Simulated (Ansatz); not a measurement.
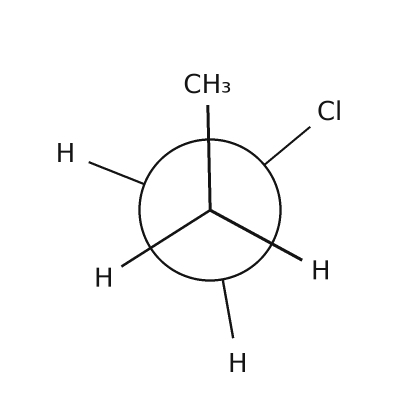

A Newman projection along the Sn–C bond, tin in front; angles are drawn as computed, but eclipsed bonds slightly apart. The geometry was computed by an optimisation with PBE-D4/def2-SVP. No frequency run is at hand to confirm it as a minimum.

Question: Which molecule is it?

Answer: C2H7ClSn, [CH3][SnH2][CH2]Cl

Question: What is the torsion angle from the front CH3 to the back Cl? The sign is positive where the front bond must turn clockwise to cover the back bond.

Answer: 51°, synclinal (gauche). The conformation about this bond is staggered.
